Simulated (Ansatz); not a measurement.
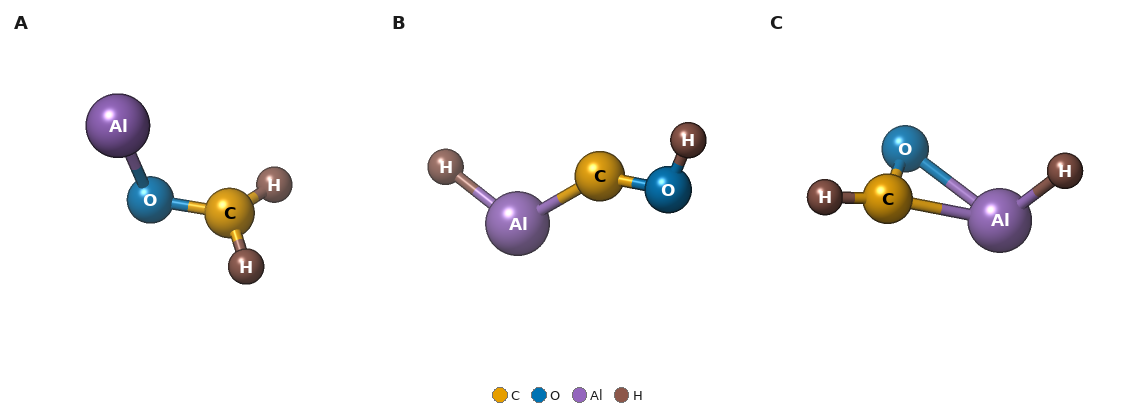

3 stationary structures of one formula. The species is neutral and a spin doublet. Geometries: PBE0-D4/def2-TZVP. Electronic energies: UHF-CCSD(T) (frozen core)/def2-TZVPP (Ansatz 0.2.0), without zero-point energy. No frequency run is at hand to confirm each as a minimum.

### Which is lowest in energy, and by how much?

A is lowest (Cs); C lies 26.2 kcal/mol above it (C1), B lies 70.6 kcal/mol above it (Cs).

The determinant isn't a pure spin state (⟨S²⟩ up to 1.62).
